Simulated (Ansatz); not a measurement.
Pressure series in NbAs

The reference is NbAs (space group I4_1md, No. 109; a = 3.4736 Å, c = 11.7487 Å).

Cell and atoms are relaxed at each pressure.

Levels (all Ansatz, an electronic-structure program, PAW): PBE (420 eV, no SOC); r2SCAN (500 eV, no spin-orbit coupling).

The base cell above is that of PBE; each level relaxes its own structures.

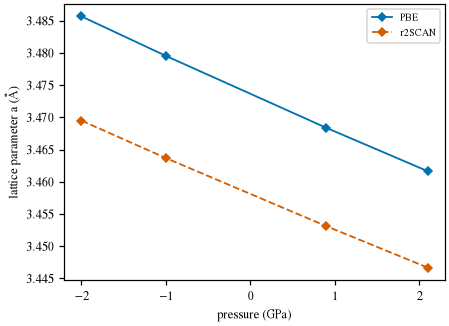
Fig. 1. Lattice parameter a under two levels

### Question
How do the two levels compare along the series?

### Answer
PBE lies above r2SCAN in every row, by 0.015 Å to 0.016 Å. They put the cases in the same order.

Load acts through the strain it causes; cell and atoms are relaxed under it. Stability against distortions was not tested. All final runs are without spin polarisation.
